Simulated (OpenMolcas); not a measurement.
Cu⁴⁺: multiconfigurational calculation (part 2 of 2)

The same run, continued: Cu⁴⁺. Method: state-averaged CASSCF, active space 7 electrons in the shell 3d, basis ANO-RCC-VDZP, DKH2 scalar Hamiltonian, spin-orbit coupling by RASSI with atomic mean-field integrals (OpenMolcas).

**The program's output (extracts), continued**
```
--- RASSI ---
SPIN-FREE ENERGIES:
  (Shifted by EMIN (a.u.) =      -1648.8745107402)

 SF State       Relative EMIN(au)   Rel lowest level(eV)    D:o, cm**(-1)      L_eff

     1             0.0000000000        0.0000000000              0.0000         3.0
     2             0.0000000000        0.0000000000              0.0000         3.0
     3             0.0000000000        0.0000000000              0.0000         3.0
     4             0.0000000000        0.0000000000              0.0000         3.0
     5             0.0000000000        0.0000000000              0.0000         3.0
     6             0.0000000000        0.0000000000              0.0000         3.0
     7             0.0000000000        0.0000000000              0.0000         3.0
     8             0.1084163152        2.9501582271          23794.6308         1.0
     9             0.1084163152        2.9501582271          23794.6308         1.0
    10             0.1084163152        2.9501582271          23794.6308         1.0
    11             0.1097960229        2.9877019886          24097.4417         4.0
    12             0.1097960229        2.9877019886          24097.4417         4.0
    13             0.1097960229        2.9877019886          24097.4417         4.0
    14             0.1097960229        2.9877019886          24097.4417         4.0
    15             0.1097960229        2.9877019886          24097.4417         4.0
    16             0.1097960229        2.9877019886          24097.4417         4.0
    17             0.1097960229        2.9877019886          24097.4417         4.0
    18             0.1097960229        2.9877019886          24097.4417         4.0
    19             0.1097960229        2.9877019886          24097.4417         4.0
    20             0.1457706680        3.9666219502          31992.9636         4.8
    21             0.1457706680        3.9666219502          31992.9636         4.2
    22             0.1457706680        3.9666219502          31992.9636         4.8
    23             0.1457706680        3.9666219502          31992.9636         4.7
    24             0.1457706680        3.9666219502          31992.9636         4.1
    25             0.1457706680        3.9666219502          31992.9636         3.1
    26             0.1457706680        3.9666219502          31992.9636         3.9
    27             0.1457706680        3.9666219502          31992.9636         4.7
    28             0.1457706680        3.9666219502          31992.9636         4.6
    29             0.1457706680        3.9666219502          31992.9636         4.4
    30             0.1457706680        3.9666219502          31992.9636         4.9
    31             0.1457706680        3.9666219502          31992.9636         4.8
    32             0.1457706680        3.9666219502          31992.9636         4.3
    33             0.1457706680        3.9666219502          31992.9636         4.3
    34             0.1585125127        4.3133452088          34789.4753         2.0
    35             0.1585125127        4.3133452088          34789.4753         2.0
    36             0.1585125127        4.3133452088          34789.4753         2.0
    37             0.1585125127        4.3133452088          34789.4753         2.0
    38             0.1585125127        4.3133452088          34789.4753         2.0
    39             0.2536946032        6.9033818351          55679.5295         3.0
    40             0.2536946032        6.9033818351          55679.5295         3.0
Eigenvalues of complex Hamiltonian:
   -----------------------------------
  (Shifted by EMIN (a.u.) =      -1648.8745107402)

 SO State       Relative EMIN(au)   Rel lowest level(eV)    D:o, cm**(-1)     J-value

     1            -0.0077097438        0.0000000000              0.0000         4.0
     2            -0.0077097438        0.0000000000              0.0000         3.6
     3            -0.0077097438        0.0000000000              0.0000         3.6
     4            -0.0077097438        0.0000000000              0.0000         3.8
     5            -0.0077097438        0.0000000000              0.0000         2.3
     6            -0.0077097438        0.0000000000              0.0000         4.3
     7            -0.0077097438        0.0000000000              0.0000         2.9
     8            -0.0077097438        0.0000000000              0.0000         3.8
     9            -0.0077097438        0.0000000000              0.0000         4.0
    10            -0.0077097438        0.0000000000              0.0000         3.2
    11            -0.0001566259        0.2055308086           1657.7178         2.7
    12            -0.0001566259        0.2055308086           1657.7178         2.3
    13            -0.0001566259        0.2055308086           1657.7178         3.1
    14            -0.0001566259        0.2055308086           1657.7178         2.9
    15            -0.0001566259        0.2055308086           1657.7178         3.0
    16            -0.0001566259        0.2055308086           1657.7178         3.2
    17            -0.0001566259        0.2055308086           1657.7178         2.1
    18            -0.0001566259        0.2055308086           1657.7178         2.7
    19             0.0052763305        0.3533690818           2850.1139         1.9
    20             0.0052763305        0.3533690818           2850.1139         2.2
    21             0.0052763305        0.3533690818           2850.1139         1.9
    22             0.0052763305        0.3533690818           2850.1139         1.7
    23             0.0052763305        0.3533690818           2850.1139         1.9
    24             0.0052763305        0.3533690818           2850.1139         2.2
    25             0.0089523779        0.4533994283           3656.9130         1.0
    26             0.0089523779        0.4533994283           3656.9130         1.3
    27             0.0089523779        0.4533994283           3656.9130         0.9
    28             0.0089523779        0.4533994283           3656.9130         1.4
    29             0.1056198171        3.0838544540          24872.9636         2.2
    30             0.1056198171        3.0838544540          24872.9636         1.2
    31             0.1056198171        3.0838544540          24872.9636         2.2
    32             0.1056198171        3.0838544540          24872.9636         2.4
    33             0.1056198171        3.0838544540          24872.9636         2.3
    34             0.1056198171        3.0838544540          24872.9636         1.2
    35             0.1060239403        3.0948512070          24961.6584         3.0
    36             0.1060239403        3.0948512070          24961.6584         3.0
    37             0.1060239403        3.0948512070          24961.6584         3.5
    38             0.1060239403        3.0948512070          24961.6584         3.4
    39             0.1060239403        3.0948512070          24961.6584         3.9
    40             0.1060239403        3.0948512070          24961.6584         4.2
    41             0.1060239403        3.0948512070          24961.6584         4.2
Weights of the five most important spin-orbit-free states for each spin-orbit state.

 SO State  Total energy (au)           Spin-free states, spin, and weights
 -------------------------------------------------------------------------------------------------------
    1        -0.007710       7 1.5  0.3058    5 1.5  0.2789    3 1.5  0.1497    6 1.5  0.1000    4 1.5  0.0775
    2        -0.007710       3 1.5  0.2032    2 1.5  0.1781    1 1.5  0.1581    6 1.5  0.1396    4 1.5  0.1314
    3        -0.007710       2 1.5  0.2337    4 1.5  0.2045    1 1.5  0.1881    5 1.5  0.1322    7 1.5  0.0979
    4        -0.007710       1 1.5  0.2377    3 1.5  0.1801    6 1.5  0.1623    2 1.5  0.1467    4 1.5  0.1331
    5        -0.007710       6 1.5  0.4167    7 1.5  0.2312    4 1.5  0.1835    1 1.5  0.0989    3 1.5  0.0277
    6        -0.007710       5 1.5  0.3561    2 1.5  0.2013    7 1.5  0.1207    4 1.5  0.1107    3 1.5  0.0997
    7        -0.007710       6 1.5  0.2739    7 1.5  0.2324    4 1.5  0.1811    1 1.5  0.1085    5 1.5  0.0948
    8        -0.007710       3 1.5  0.2691    6 1.5  0.1536    1 1.5  0.1293    7 1.5  0.1282    2 1.5  0.1237
    9        -0.007710       3 1.5  0.2538    5 1.5  0.2162    2 1.5  0.1735    1 1.5  0.1633    7 1.5  0.0745
   10        -0.007710       2 1.5  0.2450    4 1.5  0.2260    1 1.5  0.2024    3 1.5  0.1151    5 1.5  0.0874
   11        -0.000157       4 1.5  0.2171    2 1.5  0.2096    3 1.5  0.1849    6 1.5  0.1414    1 1.5  0.1072
   12        -0.000157       7 1.5  0.2612    6 1.5  0.1659    4 1.5  0.1457    1 1.5  0.1448    2 1.5  0.1344
```

**Spin-orbit levels, grouped by J and assigned (the lowest 15)**

```
Configuration   Level  E (eV)  LS purity (%)  Landé g
          3d⁷   ⁴F₉/₂       0            100    1.333
          3d⁷   ⁴F₇/₂  0.2055            100    1.238
          3d⁷   ⁴F₅/₂  0.3534            100    1.029
          3d⁷   ⁴F₃/₂  0.4534            100    0.400
          3d⁷   ⁴P₅/₂   3.084             99    1.599
          3d⁷   ²G₉/₂   3.095             96    1.106
          3d⁷   ⁴P₃/₂   3.136             93    1.708
          3d⁷   ⁴P₁/₂   3.243             98    2.621
          3d⁷   ²G₇/₂   3.294            100    0.889
          3d⁷   ²P₃/₂   4.076             77    1.263
          3d⁷  ²H₁₁/₂   4.111            100    1.091
          3d⁷   ²P₁/₂   4.289             98    0.716
          3d⁷   ²H₉/₂   4.293             97    0.915
          3d⁷   ²D₅/₂   4.457             99    1.202
          3d⁷   ²D₃/₂   4.780             82    0.895
```

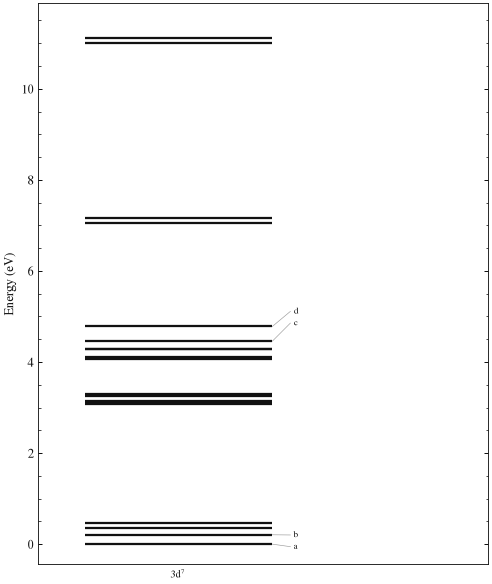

The lowest computed levels of Cu⁴⁺, 4 of them lettered. a: 3d⁷ ⁴F₉/₂ at 0; b: 3d⁷ ⁴F₇/₂ at 0.206 eV; c: 3d⁷ ²D₅/₂ at 4.46 eV; d: 3d⁷ ²D₃/₂ at 4.78 eV.

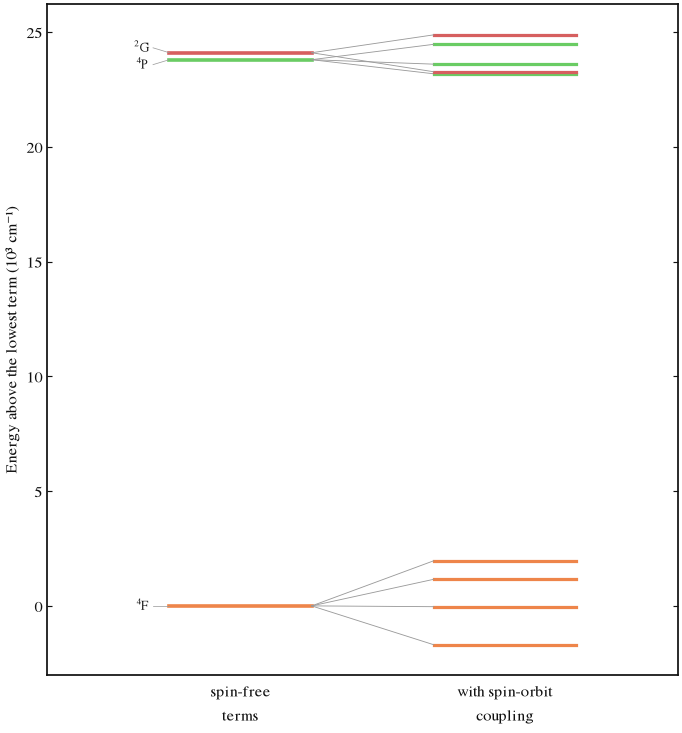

Terms of Cu V (Cu⁴⁺) without and with spin-orbit coupling; the J values are left off. ⁴F (at 0) splits over 3,660 cm⁻¹ into J = 9/2, 7/2, 5/2, 3/2 from the bottom up (inverted); ⁴P (at 23,800 cm⁻¹) splits over 1,280 cm⁻¹ into J = 5/2, 3/2, 1/2 from the bottom up (inverted); ²G (at 24,100 cm⁻¹) splits over 1,610 cm⁻¹ into J = 9/2, 7/2 from the bottom up (inverted). The ground level lies 1,690 cm⁻¹ below the lowest term.

Outcome of the run: converged.
